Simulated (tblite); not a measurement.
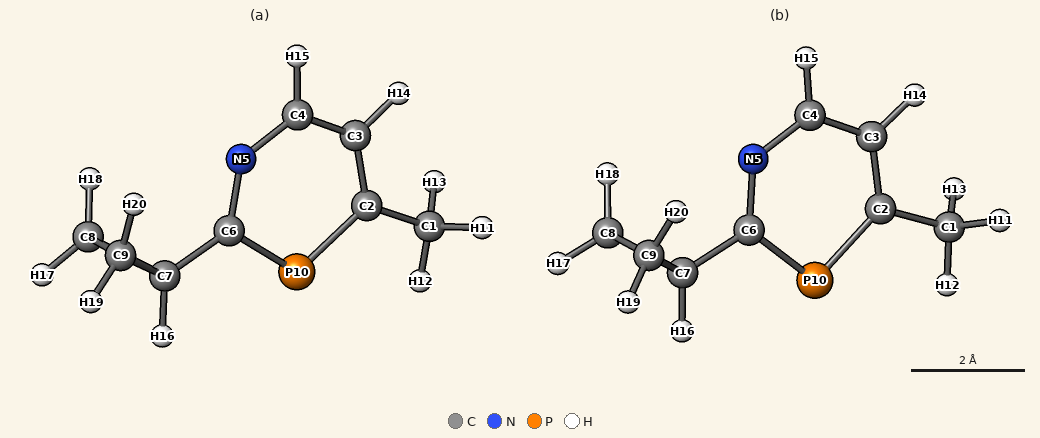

The structure of C8H10NP before (left) and after (right) a relaxation, at one scale.

The picture is a ball-and-stick view, seen at a tilt.

All numbers below come from tblite, GFN2-xTB geometry optimisation, gas phase. 

Q: Describe what moved and what it gained.

A: The atom that moves furthest after the best rigid fit is H20 (0.42 Å). By element the largest moves are H 0.42 Å, C 0.21 Å, P 0.18 Å, N 0.16 Å. Near-neighbour distances that change, for instance: C1–C2 1.458 → 1.500 Å, C7–H16 1.123 → 1.084 Å, C8–C9 1.525 → 1.487 Å, C1–H13 1.127 → 1.090 Å. Among the angles between lasting bonds that change: N5–C6–P10 114.6° → 127.0°, C2–P10–C6 110.1° → 99.1°, C3–C2–P10 114.3° → 122.7°. Over 99 geometry steps the energy falls by 18.9 kcal/mol.
